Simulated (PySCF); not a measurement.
Be(OH)(OMe), CH4BeO2, SMILES [Be]([OH])[O]C at its CAM-B3LYP/def2-SVP optimised geometry (Å):

```
8

Be     0.4192    -0.1021     0.0000
O      1.8071    -0.1021     0.0000
H      2.7531    -0.1378     0.0293
O     -0.9694    -0.0993    -0.0046
C     -2.3417    -0.1084    -0.0047
H     -2.7417    -0.8695    -0.6993
H     -2.7458    -0.3330     0.9992
H     -2.7531     0.8695    -0.3148
```

Calculation: PySCF with CAM-B3LYP/def2-TZVP. Cells within 0.4 Å of a nucleus heavier than hydrogen are left out (blank, or x).

Map of the electron localisation function on the plane z = 0.0 Å:

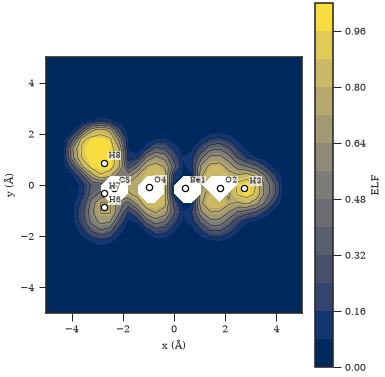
Electron localisation function on the plane z = 0.0 Å.
